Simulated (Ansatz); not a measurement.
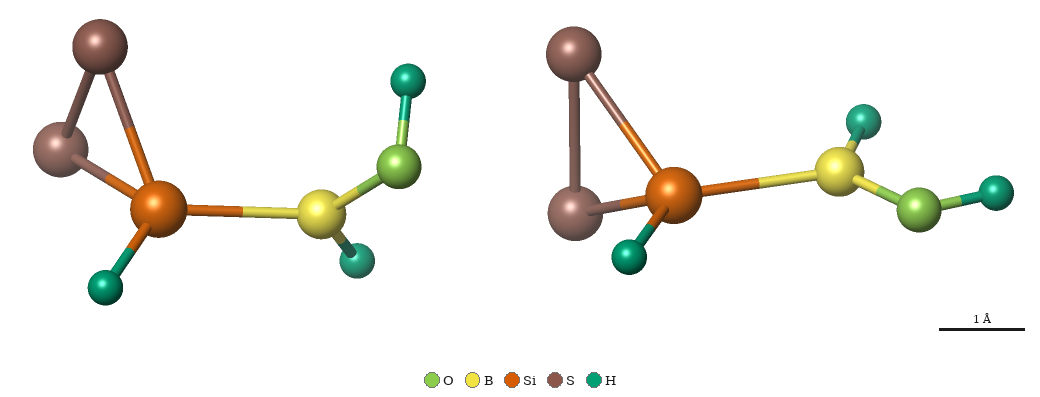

Two geometries of BSiH$_{3}$S$_{2}$O (coarse preliminary run), drawn at one scale. One is the start of a relaxation, the other its converged end. The picture is a ball-and-stick view, seen face on.

All numbers below come from Ansatz, RKS PBE-D4/def2-SVP. Set-up: force threshold 0.03 eV/Å; at most 200 steps.

Q: Which geometry has the lower energy?

A: The right one is the relaxed one. The start comes from a force field. The largest move after the best rigid fit is that of an H atom, 1.65 Å. By element the largest moves are H 1.65 Å, S 0.80 Å, O 0.51 Å, B 0.51 Å, Si 0.20 Å. Among the contacts that change: S–Si 2.037 → 2.150 Å, H–O 1.066 → 0.976 Å, S–S 2.103 → 2.190 Å, B–O 1.424 → 1.356 Å. Among the angles between lasting bonds that change: B–O–H 103.7° → 112.9°, Si–B–H 120.6° → 117.2°, O–B–H 119.4° → 122.5°. Groups turn about B–O by about 90°, B–Si by about 80°. The energy falls by 29.6 kcal/mol in 21 accepted moves (23 points after the start). The largest force component goes from 2.9 to 0.0057 eV/Å. The line search rejected the trial steps at points 7, 15 of the run. Cost: 38 s on 2 threads of Arm Neoverse V2, on a shared host.
